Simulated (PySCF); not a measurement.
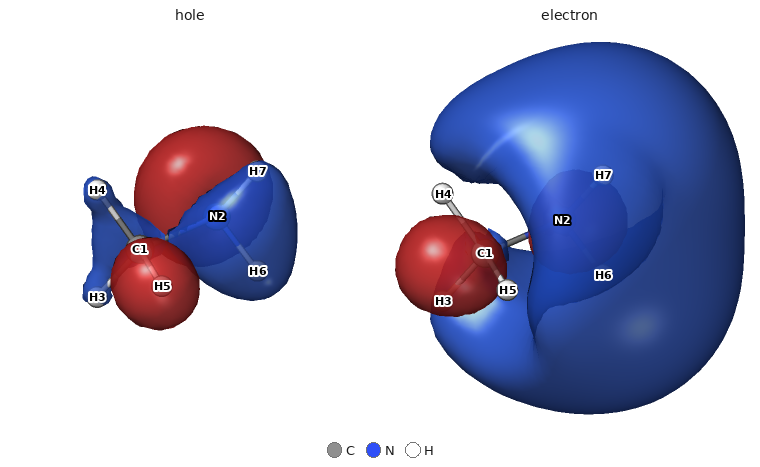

Figure 1: CH5N, SMILES `CN`. Leading natural transition orbital pair of S₁ (TDA singlet states); the surfaces enclose about 78 % of each orbital's density.

Level of theory: ωB97X/def2-TZVP (PySCF), at a geometry from GFN2-xTB. No frequency check shows the geometry to be a minimum. Without diffuse functions Rydberg states are missing, so the states' numbers hold for this basis only.

Input script:

```python
import numpy as np
from pyscf import gto, scf, dft, tdscf
from pyscf.scf import atom_ks, atom_hf
from scipy.linalg import block_diag

def solve(mol, dm0=None, hcore=None):
    mf = (dft.UKS if mol.spin else dft.RKS)(mol, xc='wb97x')
    mf.grids.level = 3
    mf = mf.density_fit(auxbasis='def2-universal-jkfit')
    mf.conv_tol, mf.max_cycle = 1e-8, 80
    if hcore is not None:
        mf.get_hcore = lambda *args: hcore
    mf.kernel(dm0)
    if not mf.converged:
        mf = mf.newton().run(mf.mo_coeff, mf.mo_occ, max_cycle=30)
    assert mf.converged, 'SCF not converged'
    return mf

mol = gto.M(atom='''
C      0.70297     0.00004    -0.01586
N     -0.74311    -0.00008     0.12064
H      1.09860    -0.88406     0.48327
H      1.09890     0.88319     0.48403
H      1.06198     0.00053    -1.05538
H     -1.13793    -0.81842    -0.33099
H     -1.13764     0.81903    -0.33028
''', basis='def2-tzvp', charge=0, spin=0, verbose=4)
mf = solve(mol)
td = mf.TDA()
td.nstates, td.singlet, td.conv_tol = 6, True, 1e-5
td.kernel()
td.analyze()
x, y = np.array([p[0] for p in td.xy]), np.array([p[1] + 0 * p[0] for p in td.xy])
f, mu = td.oscillator_strength(), td.transition_dipole()
nto = [td.get_nto(state=i + 1, verbose=4) for i in range(len(td.e))]
# spherically averaged free atoms, for the promolecule
atm = atom_ks.get_atm_nrks(mol, xc='wb97x')
pro = block_diag(*[(atm[a[0]][2] * atm[a[0]][3]) @ atm[a[0]][2].T for a in mol._atom])
np.savez('result.npz', e=td.e, f=f, ok=td.converged, w=[n[0] for n in nto], nto=[n[1] for n in nto], x=x, y=y, c=mf.mo_coeff, occ=mf.mo_occ, eps=mf.mo_energy, pro=pro, mu=mu)
```

Command:

```sh
OMP_NUM_THREADS=1 python input.py
```

The run took 57 s on 1 thread of Intel(R) Xeon(R) Platinum 8488C (Sapphire Rapids), with other jobs on the host, peak memory 0.5 GiB.

> Where does the state lie, and where do hole and electron sit?

6.71 eV (185 nm), f = 0.008, partly diffuse acceptor orbital, which a basis without diffuse functions describes poorly; the leading pair carries 100 %; hole on N2 (68 %), C1 (10 %) and H5 (7 %), electron on H6 and H7 (25 % each), N2 (20 %) and C1 (12 %) (atom shares of so diffuse an orbital are rough); their centroids lie 0.7 Å apart. In canonical orbitals it is mainly HOMO → LUMO (96 %). The HOMO–LUMO gap is 12.54 eV.
